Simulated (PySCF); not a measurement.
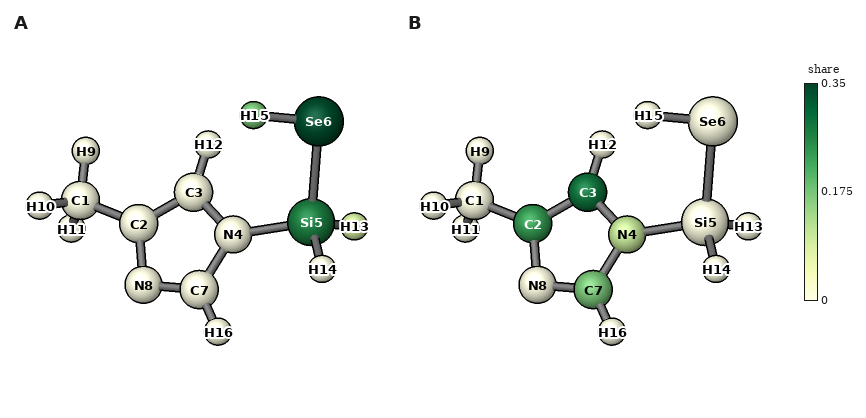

Each panel colours the atoms by their Löwdin share in one orbital (up to four of the largest shares; other atoms are shown as zero). The computed structure is the end point of a GFN2-xTB optimisation. No frequency run is at hand to confirm it as a minimum. Level of theory: PBE0/def2-SVPD (PySCF 2.14.0).

Question: The panels show the HOMO, LUMO, in some order. Which is which?

Answer: A: LUMO, −0.57 eV; Se6 0.34, Si5 0.27, H15 0.17, H13 0.09
B: HOMO, −6.67 eV; C3 0.29, C2 0.24, C7 0.17, N4 0.10

The geometry is semi-empirical. Around Se, Si such bond lengths and angles can be off by a tenth of an ångström or more and by several degrees, and values that hang on the shape move with them.
